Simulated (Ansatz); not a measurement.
LaGa2N3

Input

```
crystal:
  lattice:
    - [3.2691590125, 0.0, 0.0]
    - [-1.6345795062, 2.8311747538, 0.0]
    - [0.0, 0.0, 7.8766678393]
  atoms:
    - { symbol: La, position: [0.0, 0.0, 0.0] }
    - { symbol: Ga, position: [0.6666666667, 0.3333333333, 0.6512419795] }
    - { symbol: Ga, position: [0.3333333333, 0.6666666667, 0.3487580205] }
    - { symbol: "N", position: [0.3333333333, 0.6666666667, 0.7950141261] }
    - { symbol: "N", position: [0.0, 0.0, 0.5] }
    - { symbol: "N", position: [0.6666666667, 0.3333333333, 0.2049858739] }
kpoints:
  mp_grid: { grid: [12, 12, 4] }
  band_path:
    path:
      - [0.0, 0.0, 0.0]
      - [0.5, 0.0, 0.0]
      - [0.3333333333, 0.3333333333, 0.0]
      - [0.0, 0.0, 0.5]
      - [0.5, 0.0, 0.5]
      - [0.3333333333, 0.3333333333, 0.5]
    npoints: 1
hamiltonian:
  xc: pbe
scf:
  occupations: { method: fermi_dirac, width: 0.02 }
  n_extra_bands: 10
magnetization:
  noncollinear: true
  spin_orbit: true
output:
  forces: true
  stress: true
  eigenvalues: true
  write_density: true
  write_potential: true
  elf: true
  volumetric_format: npy
```

Run with:

```sh
ansatz run input.yaml --threads 4 --pin off --max-ram 5529MiB --backend cpu --events-out ev --progress --plain --runs-dir out
```

Below, planes, directions and counts refer to the conventional cell (a = 3.27 Å, b = 3.27 Å, c = 7.88 Å, α = 90.00°, β = 90.00°, γ = 120.00°).

Space group P-3m1; started from the ordered alloy on rocksalt lattice prototype, which need not be the ambient phase; computed pressure about 4 GPa in this cell.

The calculation used DFT, PBE with spin-orbit coupling, plane waves, PAW (Ansatz 0.2.0).

Core electrons are frozen (PAW), and the valence fields are smoothed inside the atomic spheres.

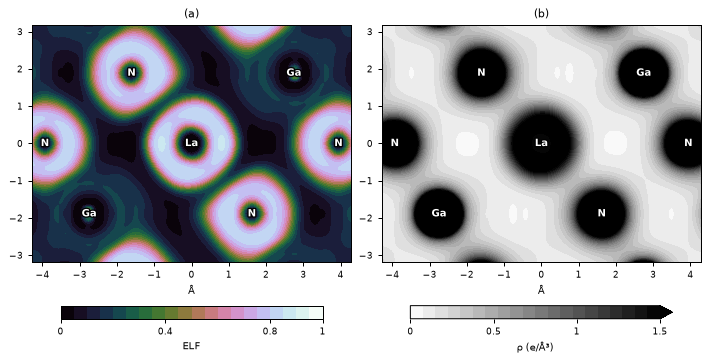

Figure 1. (a) electron localisation function; (b) valence pseudo-density on the (110) plane of the conventional cell.

### What does the map show?

Atoms in the plane: La, Ga and N. La–N (2.48 Å): ρ is about 0.44 e/Å³ halfway; the ELF is about 0.25 at the midpoint (a closed-shell, largely ionic contact). Between the atoms the lowest density in this plane is 0.06 e/Å³. The features right at La lie inside the PAW spheres, where the map follows smoothed inner orbitals and isn't to be read closely.

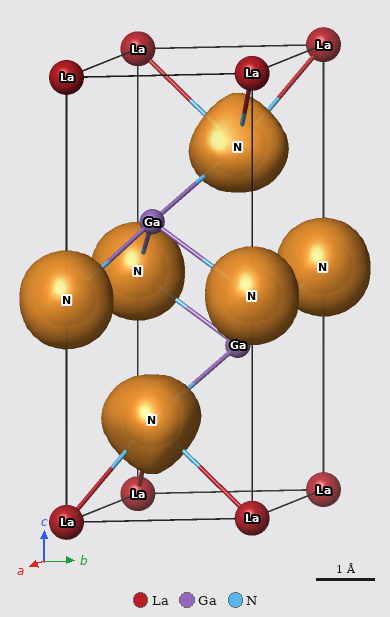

Figure 2. Isosurface of the electron localisation function at 0.75 (orange), seen slightly off an axis. Core shells and regions of very low density are left out. Sticks mark near contacts.

### What do the ELF domains correspond to?

At this value the surface marks out three regions wrapped around N (the valence shell of each), counted in one cell of 6 atoms. Any copies at cell faces, edges or corners count once.


Ga–N (2.20 Å): the ELF peaks at about 0.85 in the valence shell of N, 0.7 Å from its nucleus, and is about 0.40 at the midpoint.
